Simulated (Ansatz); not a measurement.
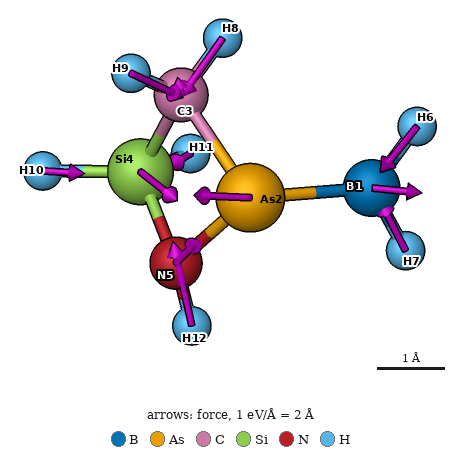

Starting geometry of CH₇AsBNSi with the computed forces as purple arrows. The picture is a ball-and-stick view, seen at a tilt.

The start comes from PBE-D4/def2-SVP.

The calculation used RKS PBE0-D4/def2-TZVP (Ansatz).

Input
```yaml
crystal:
  periodic: [false, false, false]
  atoms:
    - {symbol: B, position_ang: [-1.770762, 1.366963, 0.220717]}
    - {symbol: As, position_ang: [0.208089, 1.269639, 0.405592]}
    - {symbol: C, position_ang: [0.614350, -0.544857, 1.183555]}
    - {symbol: Si, position_ang: [0.875561, -1.172719, -0.597438]}
    - {symbol: N, position_ang: [0.973567, 0.484895, -1.159139]}
    - {symbol: H, position_ang: [-2.424190, 1.417014, 1.248453]}
    - {symbol: H, position_ang: [-2.279537, 1.676028, -0.839856]}
    - {symbol: H, position_ang: [-0.222162, -0.983002, 1.757531]}
    - {symbol: H, position_ang: [1.519776, -0.485946, 1.817762]}
    - {symbol: H, position_ang: [2.105637, -2.001441, -0.866439]}
    - {symbol: H, position_ang: [-0.337011, -1.960700, -1.047643]}
    - {symbol: H, position_ang: [0.813682, 0.878925, -2.089193]}
basis:
  gaussian: {orbitals: def2-TZVP}
hamiltonian: {xc: pbe0, dispersion: d4}
relax: {f_tol: 0.005, max_steps: 150}
```

Run as
```bash
ansatz run in.yaml --threads 4 --pin off --events-out ev --progress --plain --max-ram 10444MiB
```

**What follows when this structure is relaxed?**

It isn't relaxed: the largest force vector, on H12, is 0.69 eV/Å. The final displacements have little in common with the starting forces (cosine between the two patterns 0.21). H11 moves most after the best rigid fit: 0.22 Å. Largest moves by element: H 0.22 Å, B 0.10 Å, Si 0.09 Å, As 0.06 Å, N 0.05 Å, C 0.04 Å. Near-neighbour distances that change, for instance: Si4–N5 1.753 → 1.723 Å, C3–Si4 1.906 → 1.880 Å, B1–H6 1.219 → 1.197 Å, As2–N5 1.911 → 1.889 Å. Among the angles between lasting bonds that change: B1–As2–C3 106.3° → 102.8°, B1–As2–N5 110.0° → 107.5°. The energy falls by 6.60 kJ/mol in 13 accepted moves (15 points after the start). Largest force component: 0.62 eV/Å at the start, 0.0036 eV/Å at the end. The line search rejected the trial steps at points 3, 11 of the run. Cost: 76 s on 4 threads of Arm Neoverse V2, with other jobs on the host.
